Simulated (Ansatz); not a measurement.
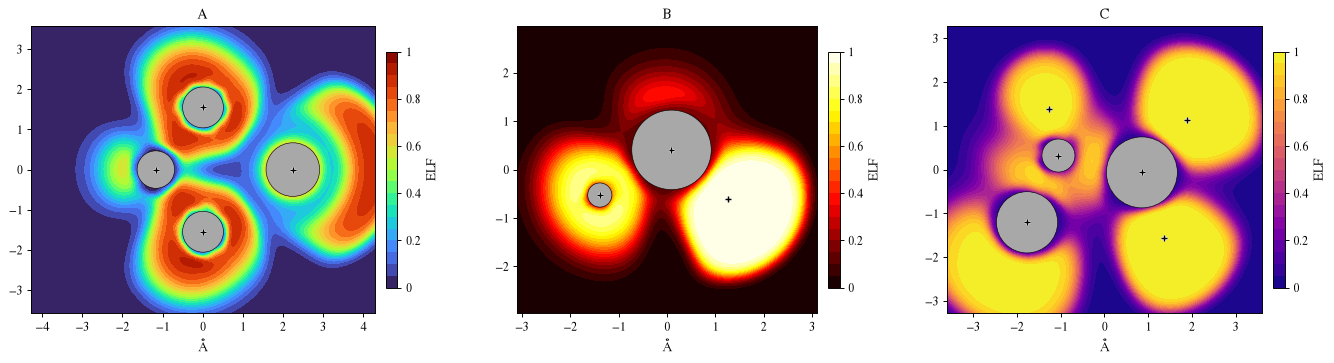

The electron localisation function of 3 systems, each on a plane through atoms (crosses mark nuclei in the plane; grey discs cover the cores).

The calculation used isolated molecule in a Gaussian basis; Kohn-Sham density functional theory, functional PBE0 (Ansatz 0.2.0).

System 1: FGeH$_{3}$ (SMILES [F][GeH3]), the plane of atoms F1, Ge2 and H3. Geometry: B3LYP-D3(BJ)/def2-SVP.

```xyz
5

F     1.1328    0.5358    1.0664
Ge    0.0329    0.1016   -0.2247
H    -1.3893    0.3659    0.3004
H     0.2727   -1.3884   -0.5254
H     0.3847    0.9995   -1.4239
```

System 2: BCl$_{2}$H$_{2}$In, the plane of atoms Cl2, In4 and Cl3. Geometry: PBE0-D3(BJ)/def2-SVP; core potentials replace the inner electrons of In.

```
atom    x (Å)    y (Å)    z (Å)
   B  -0.5808   0.4322  -0.6947
  Cl  -0.6786  -1.3223   0.1349
  Cl   0.0097   1.6413   0.7073
  In   0.1361  -0.3601   2.5453
   H  -1.6991   0.7530  -1.0108
   H   0.2819   0.3943  -1.5358
```

System 3: CH$_{3}$AlSi, the molecular plane. Geometry: B3LYP-D4/def2-TZVP.

```yaml
atoms:
  - { symbol: C, position_ang: [2.2411, 0.0737, 0.2917] }
  - { symbol: Al, position_ang: [0.9590, -0.3323, -1.1117] }
  - { symbol: Si, position_ang: [3.7354, -0.2002, -0.4390] }
  - { symbol: H, position_ang: [1.4750, -0.7967, -2.5350] }
  - { symbol: H, position_ang: [-0.5819, -0.1914, -0.8078] }
  - { symbol: H, position_ang: [1.7706, 0.3801, 1.2178] }
```

Question: Which map belongs to which system?

Answer: Panel A is system 2, BCl$_{2}$H$_{2}$In: the plane holds B, Cl and In. B–Cl (1.94 Å): the ELF peaks at about 0.90 between the atoms (a polar covalent bond). Panel B is system 1, FGeH$_{3}$: the plane holds F, Ge and H. Ge–F (1.75 Å): the ELF peaks at about 0.80 in the valence shell of F, 0.5 Å from its nucleus, and is about 0.25 at the midpoint. Panel C is system 3, CH$_{3}$AlSi: the plane holds C, Al, Si and H. C–Si (1.69 Å): the ELF peaks at about 0.90 between the atoms: localised, covalent bonding.
